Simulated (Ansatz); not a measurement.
```yaml
atoms:
  - { symbol: Si, position_ang: [-0.3840, -0.1314, 0.0673] }
  - { symbol: N, position_ang: [1.2307, -0.5532, -0.2607] }
  - { symbol: H, position_ang: [-1.3449, -1.2307, 0.3252] }
  - { symbol: O, position_ang: [-0.2563, 0.8064, 1.4095] }
  - { symbol: O, position_ang: [-1.0381, 0.6086, -1.2409] }
  - { symbol: H, position_ang: [1.8861, -0.6833, 0.4914] }
  - { symbol: H, position_ang: [1.4827, -1.0781, -1.0806] }
  - { symbol: H, position_ang: [-1.0586, 0.9443, 1.9138] }
  - { symbol: H, position_ang: [-0.5176, 1.3175, -1.6250] }
```

The reactant side of a reaction path; geometry: PBE0-D4/def2-TZVP.

All numbers below come from RKS PBE0-D4/def2-TZVPP in Ansatz.

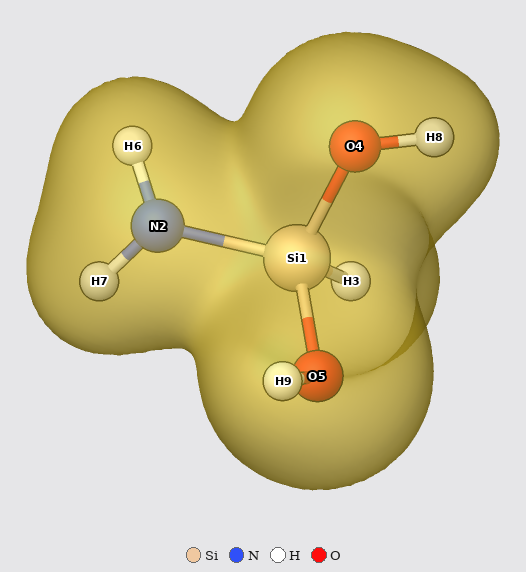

H$_{5}$NO$_{2}$Si. Isosurface of the electron density at 0.05 e/Å³ (yellow), seen at a tilt.

Q: What does this surface tell about the bonding?

A: At this value the surface is in one piece. It bridges the sampled Si–O (1.64 Å), Si–N (1.70 Å), O–H (0.96 Å) and N–H (1.01 Å) contacts, where the density stays above the isovalue. On the grid the lowest density along these lines, outside the cores, is 1 e/Å³ (Si–O, 1.64 Å), 1 e/Å³ (Si–N, 1.70 Å), 2.5 e/Å³ (O–H, 0.96 Å) and 2.3 e/Å³ (N–H, 1.01 Å).
